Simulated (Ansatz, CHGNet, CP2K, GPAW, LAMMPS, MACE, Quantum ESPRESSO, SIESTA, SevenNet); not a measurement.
**How far do other methods lie from plane waves? Mg36Fe35Al29 (at. %) at 1400 K with crystalline order left by the classical run (69 atoms)**

One geometry of Mg36Fe35Al29 (at. %) at 1400 K with crystalline order left by the classical run (69 atoms) is solved by several programs and methods. How far do their forces lie from a plane-wave PBE run?

Results are calculated, not measured.

**1. The cell**

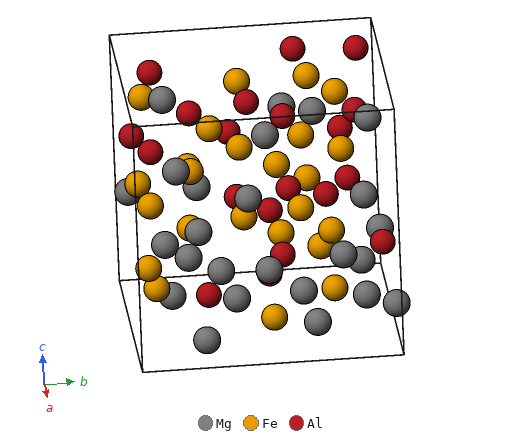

The cell (magnesium grey, iron orange, aluminium red).

The cell holds 69 atoms (25 Mg, 24 Fe and 20 Al), with edges of 11.33, 11.33 and 11.33 Å. Recipe: 69 atoms (25 Mg, 24 Fe, 20 Al) placed at random at 3.11 g/cm³, melted at 2000 K for 10 ps at fixed volume with the MEAM Al-Si-Mg-Cu-Fe potential (Jelinek et al., Phys. Rev. B 85, 245102 (2012)). Snapshot at the end of a hold of 10 ps at 1400 K and zero pressure. The density is 2.84 g/cm³.

**2. The reference input**

Quantum ESPRESSO 7.5: Kohn-Sham DFT, PBE, SSSP efficiency 1.3.0 pseudopotentials, plane waves. Its input, pw.in:

```
&control
  calculation = 'scf'
  pseudo_dir = './pseudo'
  outdir = './tmp'
  disk_io = 'none'
  tprnfor = .true.
  tstress = .true.
/
&system
  ibrav = 0
  nat = 69
  ntyp = 3
  ecutwfc = 60
  ecutrho = 480
  nosym = .true.
  occupations = 'smearing'
  smearing = 'fd'
  degauss = 0.003675
  nspin = 2
  starting_magnetization(2) = 0.5
/
&electrons
  conv_thr = 3.5e-07
  electron_maxstep = 100
  mixing_beta = 0.2
  mixing_mode = 'local-TF'
  diagonalization = 'david'
/
ATOMIC_SPECIES
Mg 24.305 Mg.upf
Fe1 55.845 Fe.upf
Al 26.982 Al.upf
CELL_PARAMETERS angstrom
11.32714 0.00000 0.00000
0.00000 11.32714 0.00000
0.00000 0.00000 11.32714
ATOMIC_POSITIONS crystal
Mg 0.66602 0.52845 0.80361
Mg 0.04311 0.38722 0.02779
Mg 0.81255 0.88522 0.59084
Mg 0.68091 0.21719 0.33189
[... 63 atom lines left out ...]
Al 0.94592 0.26901 0.27583
Al 0.12455 0.13795 0.88402
K_POINTS gamma
```

```console
$ OMP_NUM_THREADS=1 mpirun -np 4 pw.x -in pw.in > output.txt
```

The job ended after 16 min (4 MPI ranks of Arm Neoverse V1, shared host; peak memory 5.2 GiB; 64 min of CPU time).

It converged with an r.m.s. force component of 0.64 eV/Å and a pressure of -3.8 GPa.

**3. The other programs**

- CHGNet: machine-learned potential, published weights.
- MACE: machine-learned potential, published weights.
- SIESTA 5.4.2: numerical atomic orbitals, whose automatically made sets are far from complete, with PseudoDojo norm-conserving potentials that we converted to its format (checked against plane waves on the same files for H, C, O, Si, Ge and Ca alone); labels give functional, basis size, energy shift and mesh cutoff.
- SevenNet: machine-learned potential, published weights.

All use the same cell and atoms, and the electronic-structure runs the same k-mesh.

**4. Side by side**

Differences are against the reference: forces as r.m.s. over components, share as that over the reference's r.m.s. force, slope as the fitted ratio of a run's forces to the reference's.

```
                                        run  Δ force, r.m.s. (meV/Å)  share (%)  slope  Δ pressure (GPa)  cores  CPU time  memory (GiB)
                                  reference                        -          -      -                 -      4    64 min           5.2
                     CHGNet 0.3.0 potential                      207       32.3  1.024            -0.139      1     4.6 s          0.81
                MACE MPA-0 medium potential                      114       17.9  0.977            -0.402      1     8.8 s          0.87
SIESTA PBE, DZP, shift 0.01 Ry, mesh 500 Ry                      147       22.9  1.106             0.697      4    50 min           3.4
                    SevenNet l3i5 potential                      240       37.4  0.930             -1.81      1      11 s           1.0
```

Times of the machine-learned potentials are mostly Python's start and the loading of weights.

Runs without a result: CP2K GFN1-xTB, diagonalisation (not converged); GPAW PBE, LCAO dzp, h 0.2 Å (cut off at its time limit); GPAW revPBE, LCAO dzp, h 0.2 Å (cut off at its time limit); CP2K PBE, DZVP-MOLOPT-SR, 600/60 Ry, diagonalisation (cut off at its time limit); GPAW PBE, LCAO sz(dzp), h 0.2 Å (cut off at its time limit); SIESTA PBE, DZ, shift 0.01 Ry, mesh 500 Ry (cut off at its time limit); QE PBE, sssp-1.3.0-efficiency, 20/160 Ry (cut off at its time limit).

CPU time is summed over cores on shared hosts, so it is rough.

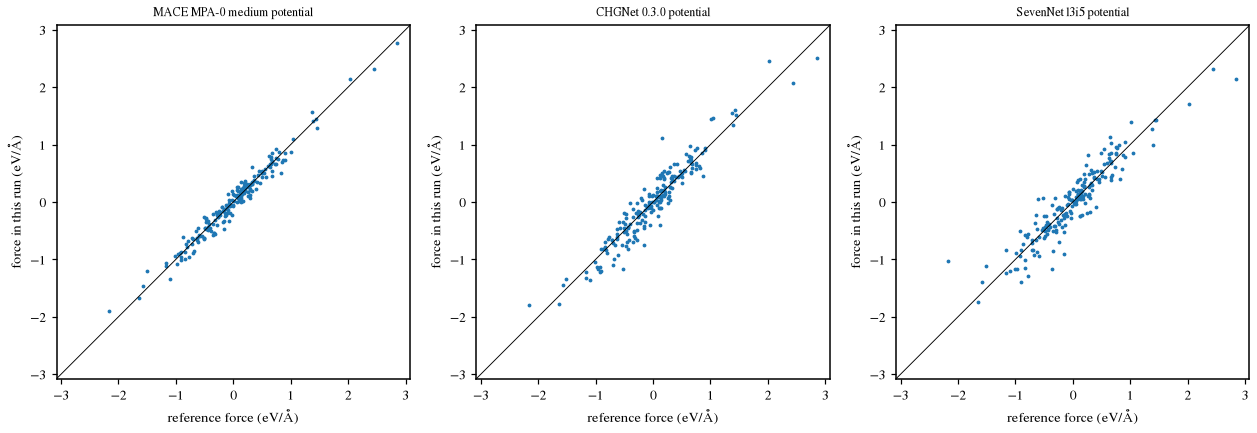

Force components against those of the reference; the line marks equality.

**5. Findings**

Forces lie from 18 % (MACE MPA-0 medium potential) to 37 % (SevenNet l3i5 potential) of the reference's r.m.s. force of 0.64 eV/Å away from it. The PBE run in local orbitals differs by 23 % (SIESTA PBE, DZP, shift 0.01 Ry, mesh 500 Ry); basis, grid and potentials can all enter. Machine-learned potentials differ by 18 % (MACE MPA-0 medium potential) to 37 % (SevenNet l3i5 potential); they were trained on other programs' data. SIESTA PBE, DZP, shift 0.01 Ry, mesh 500 Ry stiffens the forces by a factor of 1.11 while following their directions (correlation 0.984).

Pressures at PBE, coarse settings apart, lie +0.70 GPa from the reference's.

**Limits.** The potentials hold different valence shells: 494 electrons in the reference, 694 in SIESTA; this bears on time and differences. The reference's pressure holds the uncorrected Pulay stress of its 60 Ry basis, so small pressure differences may be the reference's own error. The frame stands for 1400 K, but pressures are static and levels are smeared at 580 K, under the temperature of the frame, which matters where levels are partly filled. Machine-learned potentials mimic data converged in k, so the reference's own k-point error enters their differences. The network of bonds at the start is that of the classical potential that made the cell, and needn't be the one that DFT or experiment would give. The electronic-structure runs sample only Γ, in a cell whose shortest periodic width is 11 Å, which is coarse for a cell with partly filled levels. Where levels are smeared, the DFT runs use Fermi–Dirac occupations at 580 K (0.05 eV), and energies are free energies. The reference's cutoffs and mesh weren't converged further here.

[Logs are printed without paths, hosts, clocks, repeated set-up lines and the standing remarks that a program may print on its own settings, such as how far it seeks lower states.]

[Hosts, paths, dates, database ids (printed as entryN), source tags and the programs' standing remarks are cut or masked in the printed files.]

[Cells were taken only where this reference lay near another plane-wave run.]
